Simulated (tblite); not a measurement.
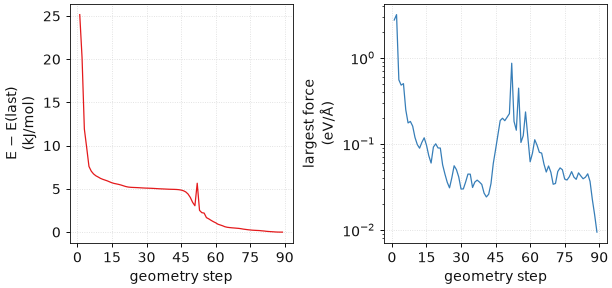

History of a geometry optimisation.

C$_{5}$H$_{6}$FN (SMILES C/N=C1/CC=C1F); GFN2-xTB geometry optimisation, gas phase in tblite.

### How did the optimisation end?

The optimisation met its thresholds at geometry 89, counting the start as the first. The energy fell by about 25 kJ/mol from the first step to the last, with a rise at step 52. The largest force goes from about 2.8 eV/Å at the start to 9 × 10⁻³ eV/Å at the end.
